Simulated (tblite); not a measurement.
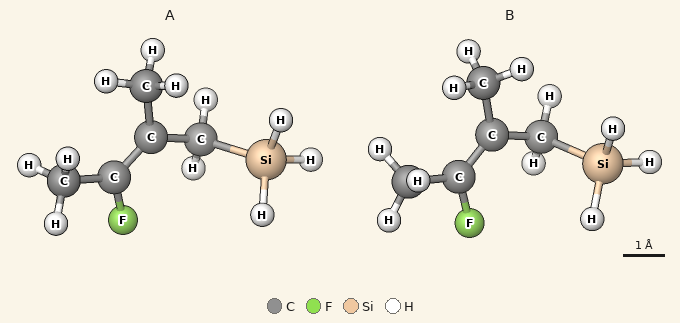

Two geometries of C5H11FSi, drawn at one scale. One is the start of a relaxation, the other its converged end. Style: ball-and-stick. Shown at a tilt.

These are results of GFN2-xTB geometry optimisation, gas phase in tblite, not measurements. 

Q: Which geometry has the lower energy?

A: Structure B is the relaxed one. The atom that moves furthest after the best rigid fit is an H atom (0.68 Å). By element the largest moves are H 0.68 Å, F 0.24 Å, C 0.19 Å, Si 0.16 Å. Near-neighbour distances that change, for instance: C–Si 1.871 → 1.911 Å, H–Si 1.498 → 1.467 Å, C–F 1.341 → 1.369 Å, C–C 1.523 → 1.495 Å. Bond angles that change, for instance: C–C–Si 116.3° → 111.1°, C–C–F 115.6° → 112.6°, C–C–C 126.3° → 129.0°. Groups turn about C–C by about 40°, C–C by about 25°. The energy falls by 3.36 kcal/mol in 168 geometry steps.
